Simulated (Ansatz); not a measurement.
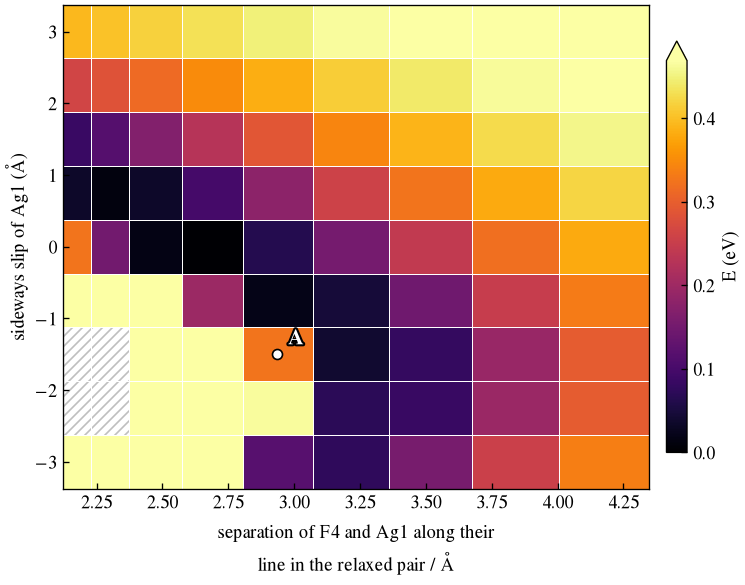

The pair Ag···BF₃, charge +1. 
- Coordinates scanned: (1) separation of F4 and Ag1 along their line in the relaxed pair; (2) sideways slip of Ag1.
- Nothing is relaxed (both partners rigid).
- The scan uses a 9 × 9 grid. At 4 points there is no value (left out of the scan, as a rule where atoms come close).
- Points are written as (first, second).
- Energies: eV, counted from the lowest grid point.
- Energies and slopes of some neighbouring points disagree (a jump in structure or state, or too coarse a mesh).
- Theory: RKS B3LYP-D4/def2-SVPD (Ansatz 0.2.0).

The picture shows one coloured cell a grid point, one colour for all values above the top of the scale, hatched blanks where no value was computed, the point A.

Is A at rest? If not, where is it pushed?

Answer. A, at (2.933 Å, −1.50 Å), is not a stationary point. The computed force is 2.3 eV for each Å towards larger values of the first coordinate and 0.56 eV for each Å towards larger values of sideways slip of Ag1.
